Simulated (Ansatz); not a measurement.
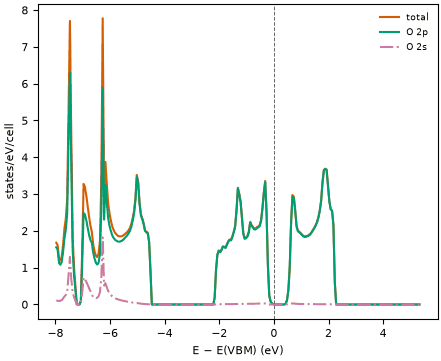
*Total and projected density of states of O (α-O2, C2/m), the program Ansatz at the LDA level (PAW)*

Problem. Which orbitals carry the states next to the gap?

Solution. Top 1 eV of the valence band: O 2p 99 %. Bottom 1 eV of the conduction band: O 2p 99 %. Projections are on Löwdin-orthogonalised atomic valence shells; empty p or d shells of many metals are not among them.

Problem. Where is the tallest occupied peak in this window, and what makes it?

Solution. Near -6.3 eV, about 7.8 states/eV per cell; the largest projected share is O 2p.

The LDA relaxation kept the symmetry of its start, as lowered by the spin order. Spin order of the final state: antiferromagnetic, chosen from 5 collinear starts compared on coarse meshes (ties went to the first, and starts can fall back to one state), not a proven ground state. Textbook magnetic order: antiferromagnetic. The substance is a gas or liquid at ambient conditions; this is its low-temperature solid. No Hubbard U is applied. A crystal of weakly bound molecules computed without a dispersion correction: the cell and the soft elastic constants depend strongly on that.

Potentials: the earlier of the program's two PAW sets. The files were generated under PBE; for other functionals the program regenerates the frozen cores, and for LDA and PBEsol the local potential too.
